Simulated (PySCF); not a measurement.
```xyz
15

C    -1.2619    1.5813    0.1009
C    -1.6259    0.1011    0.1145
C    -0.5696   -0.7067    0.8621
Br   -1.1790   -2.6054    1.0232
C     0.7101   -0.6906    0.2117
C     1.7756   -0.7214   -0.3587
B     3.1097   -0.7501   -1.0655
F     3.4988    0.3039   -1.7517
H    -1.2132    1.9778    1.1131
H    -2.0125    2.1409   -0.4509
H    -0.2964    1.7341   -0.3760
H    -1.7038   -0.2711   -0.9094
H    -2.5931   -0.0399    0.6019
H    -0.4700   -0.3671    1.8971
H     3.8270   -1.6788   -1.0342
```

Geometry: GFN2-xTB.

Theory: PySCF 2.14.0, wB97X-D/def2-SVPD, SCF density, gas phase.

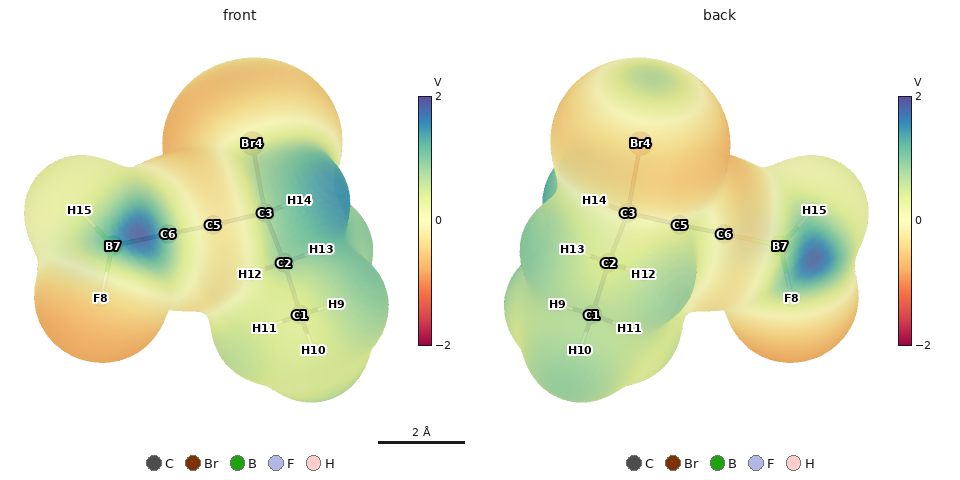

C₅H₇BBrF. The electrostatic potential painted on the density surface at 0.002 e/bohr³, seen from the front and from behind; red is negative and blue positive.

Q: Which sites attract a positive test charge, and which a negative one?

A: A positive charge is drawn to the negative regions and a negative charge to the positive ones. The most negative region (about −0.7 V, or −16 kcal/mol for a unit charge) lies over F8, the most positive (about +1.8 V, or +42 kcal/mol for a unit charge) over B7. Br4 shows a σ-hole: about +0.7 V, or +16 kcal/mol for a unit charge at the tip opposite its bond, against about −0.5 V, or −12 kcal/mol for a unit charge on its flanks.

Q: What dipole moment does the calculation give?

A: Its dipole moment is 1.96 D.
